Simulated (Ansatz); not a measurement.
```yaml
atoms:
  - { symbol: Sn, position_ang: [-0.2324, 2.1807, -0.0011] }
  - { symbol: C, position_ang: [1.0465, -1.0147, -0.2516] }
  - { symbol: N, position_ang: [-0.1306, -0.1903, 0.1947] }
  - { symbol: H, position_ang: [1.3009, -1.0723, -1.3254] }
  - { symbol: Cl, position_ang: [-1.8586, 1.6267, -1.7459] }
  - { symbol: Cl, position_ang: [-1.6634, 1.9336, 1.9650] }
  - { symbol: H, position_ang: [-0.3603, -0.3775, 1.1724] }
  - { symbol: H, position_ang: [0.9243, -2.0589, 0.0874] }
  - { symbol: H, position_ang: [1.9460, -0.6196, 0.2514] }
  - { symbol: H, position_ang: [-0.9725, -0.4078, -0.3469] }
```

Core potentials replace the inner electrons of Sn; not at a stationary point (largest force 1.5 eV/Å).

Computed with RKS PBE0/def2-SVP in Ansatz.

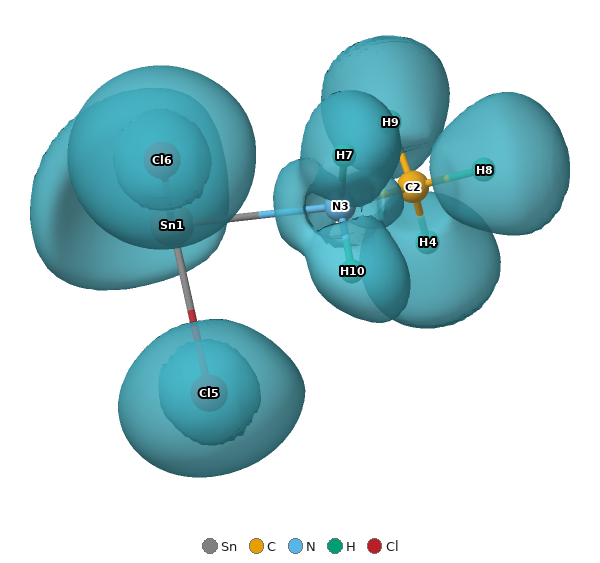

CH$_{5}$Cl$_{2}$NSn. Isosurface of the ELF at 0.75 (cyan), seen at an oblique angle. Core shells and regions of very low density are left out.

**Where are the electrons localised?**

The surface consists of three regions around hydrogen nuclei, one lobe on Sn, pointing away from the bonds (lone pairs), two regions wrapped around Cl (the valence shell of each) and one joined region spread over several atoms (H, N), in which their bonds and any lone pairs are merged. Profiles from the grid: C–N (1.50 Å): the ELF peaks at about 0.95 between the atoms: a shared electron pair. Sn–N (2.38 Å): the ELF peaks at about 0.95 in the valence shell of N, 0.7 Å from its nucleus, and drops to about 0.15 between the two atoms.
